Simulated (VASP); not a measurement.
Band structure of Te2Au (space group C2/m). Computed with PBEsol GGA, VASP's PBE PAW potentials (set 64) (plane waves; VASP).

Unless said otherwise, spin-orbit coupling is left out, though it shifts the bands of the heavy elements here.

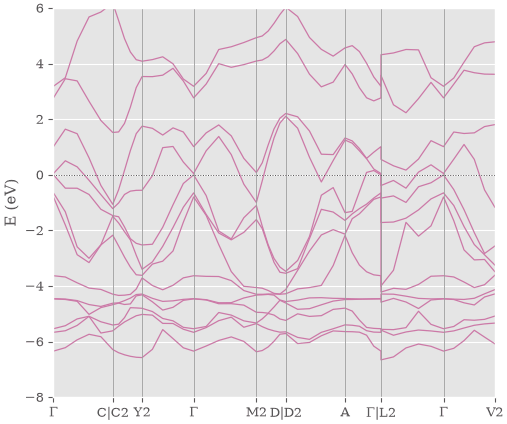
Figure. Bands along high-symmetry lines, zero at the valence-band maximum or, without a gap, the Fermi level

Q: Read the plot: is there a gap, and where are the band edges?

A: It has no gap at this level: it comes out as a metal or semimetal.

The structure comes from a computed database's Te2Au entry; how it stands against other phases isn't given here. The cell was not relaxed at this level. The electron count is odd and the run is not spin-polarised, which forces a metal.
